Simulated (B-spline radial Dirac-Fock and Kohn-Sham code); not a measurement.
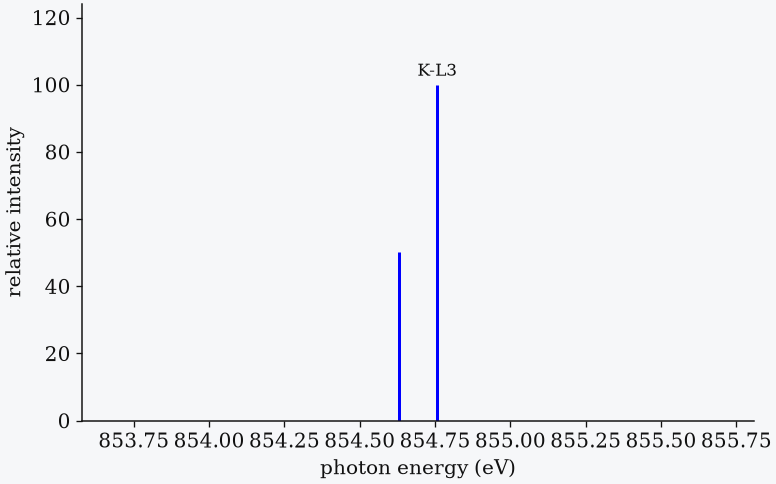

X-ray emission lines that fill a K (1s) hole, as sticks. Multiplet splitting by the open shell is left out. Species: neon in charge state +1 (Ne⁺) in the configuration [He] 2s2 2p5. Level of theory: independent-particle rates on relativistic LDA orbitals of the hole state (multipoles to L = 3), energies from Dirac–Fock ΔSCF; calculated with a radial B-spline solver.

Which line is the strongest, where is it and what share of the photons does it carry?

K-L3 (Kα1) at 854.8 eV, 66.6 % of the radiative decays.
